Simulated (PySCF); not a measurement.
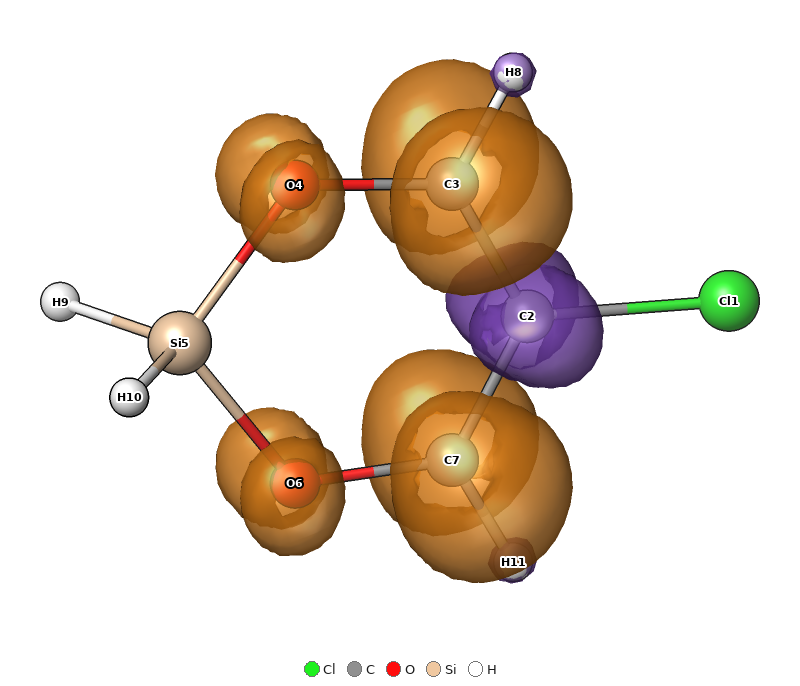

Figure. C3H4ClO2Si (SMILES ClC1=CO[SiH2]O[CH]1) (doublet). Isosurfaces of the spin density at +0.03 (orange) and −0.03 e/Å³ (purple), seen at an oblique angle.

Geometry: GFN2-xTB.

Method: UKS B3LYP, pcH-1 on C Cl H O Si, non-relativistic, mean-field spin-orbit, GIAO (PySCF).

| atom | x (Å) | y (Å) | z (Å) |
| --- | --- | --- | --- |
| Cl | 2.7062 | -0.8585 | -1.0196 |
| C | 1.1562 | -0.3661 | -0.4367 |
| C | 1.0684 | 0.8423 | 0.2190 |
| O | -0.0997 | 1.3081 | 0.7063 |
| Si | -1.5141 | 0.4803 | 0.5669 |
| O | -1.1576 | -0.9082 | -0.2394 |
| C | 0.0886 | -1.2080 | -0.6582 |
| H | 1.9157 | 1.4873 | 0.3830 |
| H | -2.3975 | 1.2628 | -0.2778 |
| H | -1.9385 | 0.1120 | 1.9050 |
| H | 0.1779 | -2.1492 | -1.1745 |

### Which atoms carry the spin?

The unpaired spin (1 electron) lies mostly on C3 (about 0.4), C7 (about 0.4), O4 (about 0.1) and O6 (about 0.1), in electrons by Hirshfeld's partition.
